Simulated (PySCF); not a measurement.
C2H4O2Si

Input file:

```
{"job": {"kind": "uv", "xc": "B3LYP", "basis": "def2-SVPD", "nstates": 8, "ntriplets": 3}, "charge": 0, "multiplicity": 1}
O     -2.062269    -0.412555    -0.462324
Si    -0.697968    -0.391369     0.400471
C      0.587940     0.994548     0.364476
C      1.381906     0.107802    -0.235828
O      0.648764    -1.047313    -0.424056
H     -2.058140    -0.247296    -1.403207
H     -0.998809    -1.094349     1.623348
H      0.813932     1.985793     0.702570
H      2.398205     0.110733    -0.590630
```

Command:

```sh
OMP_NUM_THREADS=1 python probes_run.py task.json out
```

Geometry: GFN2-xTB.

The calculation used B3LYP/def2-SVPD, SCF density, gas phase (PySCF).

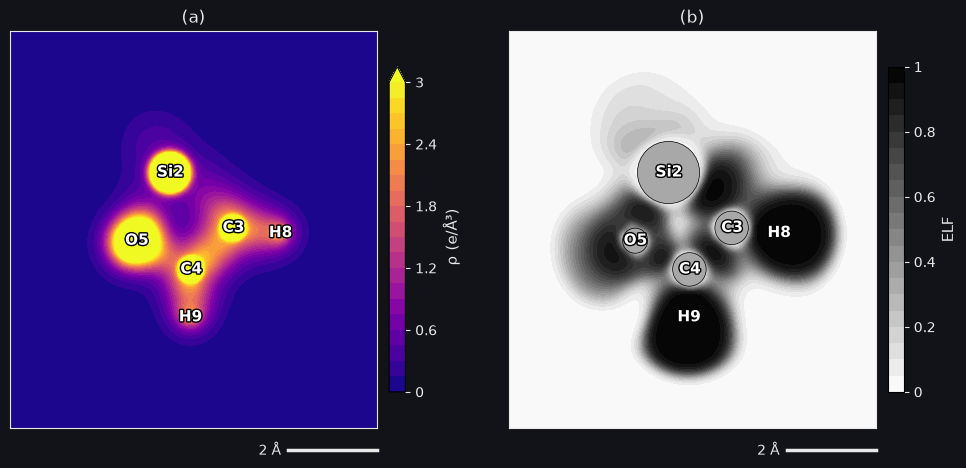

Figure 1. (a) electron density; (b) electron localisation function on the plane of atoms O5, C4 and H9. Grey discs cover the atomic cores in the ELF map.

### Read the bonding off the picture.

The plane passes through Si, C, O and H nuclei.
C–C (1.33 Å): ρ is about 2.3 e/Å³ halfway; the ELF peaks at about 0.90 between the atoms: a multiple bond.
C–O (1.38 Å): the density is about 2.2 e/Å³ at the midpoint, with its minimum of 1.9 e/Å³ about 0.5 Å from C; the ELF peaks at about 0.90 between the atoms, as expected for a polar covalent bond.
C–Si (1.89 Å): the density is about 0.89 e/Å³ at the midpoint; the ELF peaks at about 0.90 between the atoms, as expected for localised, covalent bonding.
Si–O (1.71 Å): the density is about 1 e/Å³ at the midpoint; the ELF peaks at about 0.90 between the atoms, as expected for a polar covalent bond.
C–H (1.07 Å): ρ at the midpoint is about 2 e/Å³; the ELF climbs to about 1 towards the hydrogen, as it does in any bond to H: a covalent bond by its length.
The ELF also peaks beside O5, away from the bonds: lone-pair regions.

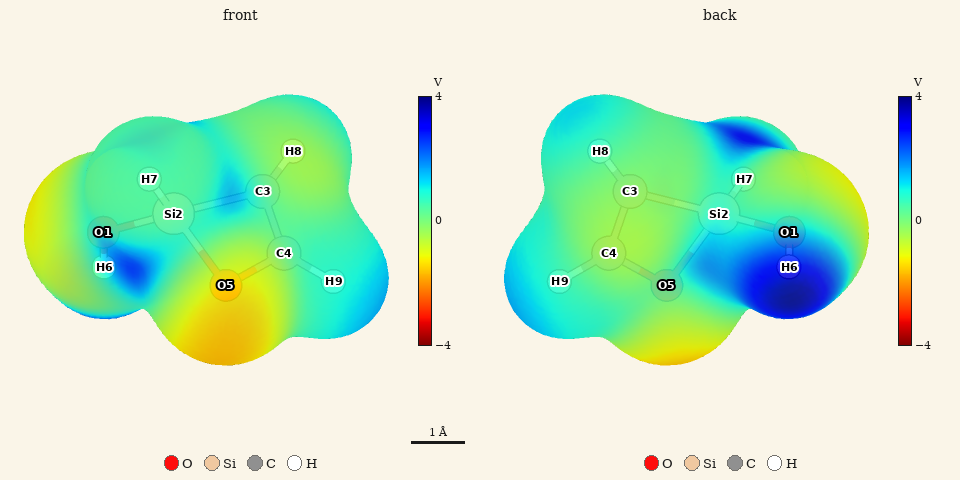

Figure 2. The electrostatic potential painted on the density surface at 0.004 e/bohr³, seen from the front and from behind; red is negative and blue positive.

### Describe the electrostatic potential map.

The most negative region (about −1.7 V) lies over O5, the most positive (about +3.6 V) over H6. O5 is the likeliest acceptor of a hydrogen bond.

### What dipole moment does the calculation give?

Its dipole moment is 1.31 D.
